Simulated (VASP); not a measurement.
Consider the following.

```xyz
2
Lattice="0.0000 2.2476 2.2476 2.2476 0.0000 2.2476 2.2476 2.2476 0.0000" Properties=species:S:1:pos:R:3 pbc="T T T"
Hf     0.0000     0.0000     0.0000
N      2.2476     2.2476     2.2476
```

All values below come from MS2 meta-GGA, VASP's PBE PAW potentials (set 64) (plane waves; VASP). Run with 520 eV cut-off, 16×16×16 Γ-centred mesh, tetrahedra with Blöchl corrections, potentials Hf_pv N.

Unless said otherwise, spin-orbit coupling is left out, though it shifts the bands of the heavy elements here.

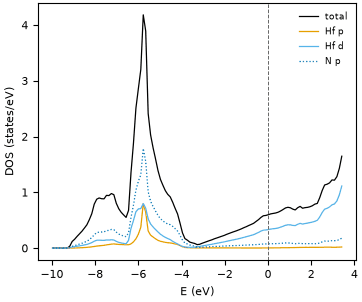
Figure: Total and projected density of states, zero at the Fermi level

Within 2 eV below the Fermi level the largest weight inside VASP's projection spheres is Hf d, then N p.

It has no gap at this level: it comes out as a metal or semimetal.

The compound is HfN in the rock salt structure. It was relaxed first. The electron count is odd and the run is not spin-polarised, which forces a metal.
